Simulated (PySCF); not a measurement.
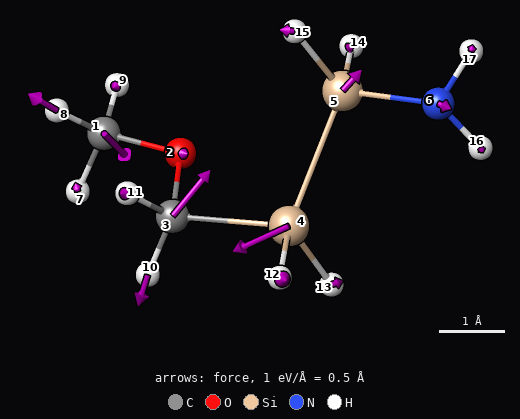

Starting geometry of C$_{2}$H$_{11}$NOSi$_{2}$ with the computed forces as purple arrows. The picture is a ball-and-stick view, seen at a tilt.

The start comes from GFN2-xTB. Its atoms were then displaced at random by about 0.01 Å.

Computed with PBE0-D3(BJ)/def2-SVP geometry optimisation, gas phase in PySCF 2.14.0, density-fitted response routines. 

Is this structure relaxed? If not, where do the atoms go?

Answer. It isn't relaxed: the largest force vector, on Si4, is 2.19 eV/Å. The final displacements follow the starting forces only in part (cosine between the two patterns 0.35). H15 moves most after the best rigid fit: 0.16 Å. Largest moves by element: H 0.16 Å, N 0.09 Å, Si 0.08 Å, C 0.06 Å, O 0.05 Å. Near-neighbour distances that change, for instance: Si4–Si5 2.277 → 2.343 Å, C3–Si4 1.952 → 1.904 Å, C1–H8 1.069 → 1.108 Å, C3–H10 1.076 → 1.110 Å. Among the angles between lasting bonds that change: Si4–Si5–H15 116.4° → 109.3°, Si5–Si4–H12 118.8° → 111.9°, C3–Si4–H13 103.6° → 110.4°. After 5 geometry steps the energy has fallen by 0.276 eV. The run took 91 s on 1 thread of Arm Neoverse N1, on a shared host.
